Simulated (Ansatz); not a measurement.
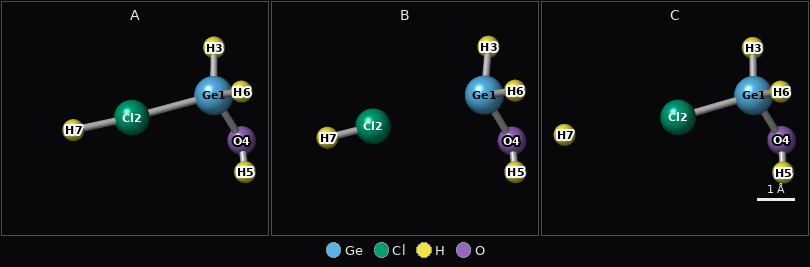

3 geometries from a converged minimum-energy path of GeH$_{4}$OCl (multiplicity 2), made up at the start of GeH3OCl and H, shuffled. Style: ball-and-stick. Shown at a tilt.

The calculation used Ansatz 0.2.0, UKS PBE-D4/def2-SVP. Settings: 5 movable images; climbing image; force threshold 0.05 eV/Å; iteration limit 60; starting path through a guess of the saddle point.

### Which of them lies highest in energy?

A. In order along the path, whose images run from 0 to 6: C (image 0, 0.000 eV), A (image 3, +0.278 eV), B (image 5, −0.163 eV). Breaking: Ge1–Cl2 (2.19 → 2.36 at the top → 3.51 Å). Forming: Cl2–H7 (3.20 → 1.66 at the top → 1.30 Å).

Limits of the set-up: the start holds two separate molecules, 3.2 Å apart at their closest, whose relative position is a soft coordinate.

Cost: 81 s on 2 threads of Arm Neoverse V1 (shared host), peak memory 0.15 GiB.
